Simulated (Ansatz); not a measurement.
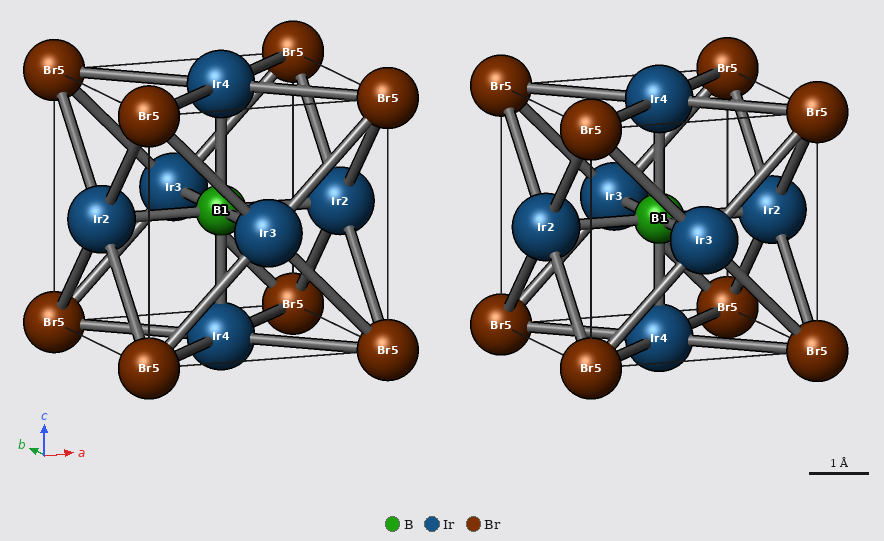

Two geometries of solid BIr3Br (a generated structure, set up in Pm-3m), drawn at one scale. One is the start of a relaxation, the other its converged end. The picture is a ball-and-stick view of the cell of the calculation, seen slightly off an axis.

Level of theory: Ansatz 0.2.0, DFT, PAW plane waves, PBEsol. Settings: plane-wave cutoff 420 eV; k-point mesh 4 × 4 × 4; occupations gaussian; smearing width 0.1175 eV; no spin polarisation; cell and atoms relaxed; at most 40 steps.

> Which one is relaxed?

The right one is the relaxed one. The atoms keep their places relative to the cell (all moves are under 0.005 Å). The volume changes by −14.9 %, with a = b = c 4.381 → 4.152 Å (−5.2 %). Some distances before and after: Ir2–Br5 3.098 → 2.936 Å, B1–Ir2 2.191 → 2.076 Å. The space group stays Pm-3m (No. 221). After 3 accepted moves (4 points after the start) the energy has fallen by 1.090 eV per cell of the calculation. All forces vanish by symmetry, so only the cell relaxes. The pressure goes from −23.81 to −0.02 GPa. At 1 point the geometry stayed and the basis and grid were re-selected for the new cell (energy shift of 5.7 meV per cell of the calculation at most each time). The run took of the order of 4 core-seconds on a shared host.
